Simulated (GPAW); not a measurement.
Band structure of Mg6NbZn (Amm2, 8 atoms in the cell).

```xyz
8
Lattice="4.9091 0.0000 0.0000 0.0000 3.0466 5.4366 0.0000 -3.0466 5.4366" Properties=species:S:1:pos:R:3 pbc="T T T"
Mg     2.4546     1.5387     4.5593
Mg     2.4546    -1.5387     4.5593
Mg     0.0000     1.4857     6.3767
Mg     0.0000    -1.4857     6.3767
Mg     0.0000     0.0000     3.5645
Mg     0.0000     0.0000     8.9766
Nb     2.4546     0.0000     7.2841
Zn     2.4546     0.0000     1.7958
```

Level of theory: LDA (Perdew-Wang 92), GPAW PAW datasets LDA (gpaw-data 1.0.1) (plane waves; GPAW 25.7.0).

Settings: mode = pw; ecut = 850 eV; xc = LDA; kpts = 3 3 3; mesh shift (steps) = 0 0 0; occupations.name = methfessel-paxton; occupations.width = 0.05 eV; occupations.order = 0; nbands = -12; convergence.density = 1e-05 e/electron; symmetry.symmorphic = false; symmetry.tolerance = 0.0005; maxiter = 100; bandpath_npoints = 40.

The starting cell comes from a database of computed structures (which also holds hypothetical and non-ambient phases and stackings), without a prior relaxation at this level. Spin polarisation is off.

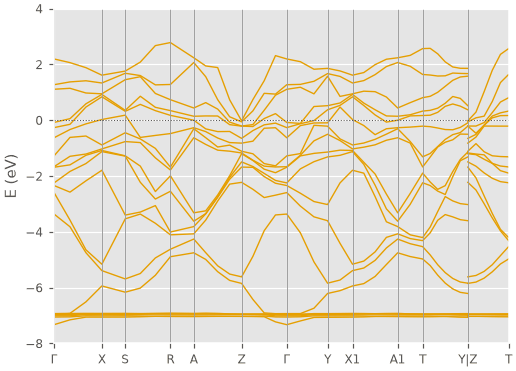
Bands along the path, energies from the Fermi level.

Levels in eV from the Fermi level, bands 39 to 46:
```json
[
 {"point": "Γ", "39": "-1.68", "40": "-1.67", "41": "-1.28", "42": "-0.63", "43": "-0.26", "44": "-0.08", "45": "1.11", "46": "1.27"},
 {"point": "X", "39": "-1.08", "40": "-1.03", "41": "-0.89", "42": "0.03", "43": "0.84", "44": "0.93", "45": "0.95", "46": "1.33"},
 {"point": "S", "39": "-1.28", "40": "-0.76", "41": "-0.45", "42": "0.18", "43": "0.32", "44": "0.35", "45": "1.45", "46": "1.68"},
 {"point": "R", "39": "-1.99", "40": "-1.78", "41": "-1.68", "42": "-0.48", "43": "0.17", "44": "0.34", "45": "0.74", "46": "1.28"},
 {"point": "A", "39": "-3.32", "40": "-0.63", "41": "-0.30", "42": "-0.27", "43": "0.00", "44": "0.14", "45": "0.44", "46": "2.07"},
 {"point": "Z", "39": "-1.20", "40": "-1.17", "41": "-1.11", "42": "-0.82", "43": "-0.65", "44": "-0.21", "45": "-0.21", "46": "-0.06"},
 {"point": "Y", "39": "-1.14", "40": "-0.50", "41": "-0.21", "42": "-0.09", "43": "0.37", "44": "0.52", "45": "1.58", "46": "1.67"},
 {"point": "X1", "39": "-1.08", "40": "-1.03", "41": "-0.89", "42": "0.03", "43": "0.84", "44": "0.93", "45": "0.95", "46": "1.33"},
 {"point": "A1", "39": "-3.32", "40": "-0.63", "41": "-0.30", "42": "-0.27", "43": "0.00", "44": "0.14", "45": "0.44", "46": "2.07"},
 {"point": "T", "39": "-1.90", "40": "-1.67", "41": "-1.31", "42": "-0.21", "43": "0.17", "44": "0.33", "45": "0.81", "46": "1.64"}
]
```

Bands cross the Fermi level along this path, so the cell is metallic at this level.
